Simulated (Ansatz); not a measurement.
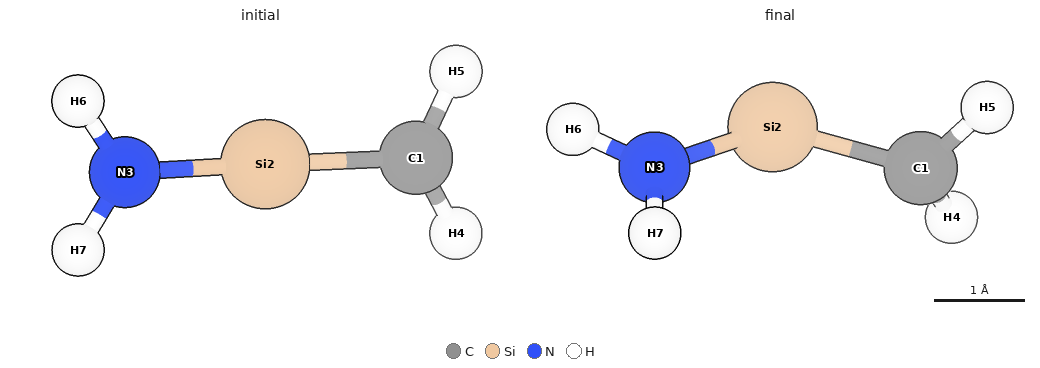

The structure of CH$_{4}$NSi (charge +1) before (left) and after (right) a relaxation, at one scale.

The picture is a ball-and-stick view, seen at a tilt.

The run prepares an end point of a later path (hydrogen shift) calculation, from a guessed geometry.

Computed with RKS CAM-B3LYP-D4/def2-mTZVP (Ansatz 0.2.0). Settings: no spin polarisation; force threshold 0.02 eV/Å; at most 50 steps.

What changed between the two?

H7 moves most after the best rigid fit: 0.89 Å. Largest moves by element: H 0.89 Å, Si 0.56 Å, C 0.21 Å, N 0.12 Å. Near-neighbour distances that change, for instance: Si2–N3 1.665 → 1.640 Å, C1–Si2 1.742 → 1.722 Å, N3–H6 1.019 → 1.015 Å. Bond angles that change, for instance: C1–Si2–N3 175.4° → 136.7°. After 14 accepted moves (18 points after the start) the energy has fallen by 87.3 kJ/mol. Largest force component: 1.6 eV/Å at the start, 0.014 eV/Å at the end. The line search rejected the trial steps at points 7, 13, 15, 16 of the run. Cost: 27 s on 2 threads of Arm Neoverse V1 (shared host), peak memory 0.15 GiB.
